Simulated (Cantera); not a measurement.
A closed system holds: 1 mol HBr, 0.93 mol O2, 0.00031 mol H2O, equilibrated at 60.0 bar.

Equilibrium computed with Cantera from the NASA thermochemical tables; the gas is ideal and each condensed phase is pure. Candidate condensed phases: Br2, H2O; 12 gas species. The ideal-gas law is rough above about 30 bar. The numbers say what is thermodynamically allowed, not how fast it happens.

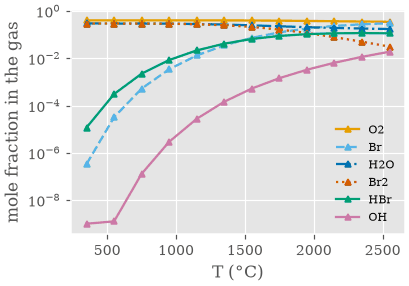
Figure: Equilibrium gas composition (values under 1e-9 drawn at 1e-9)

From 350 °C to 2550 °C nothing is condensed.
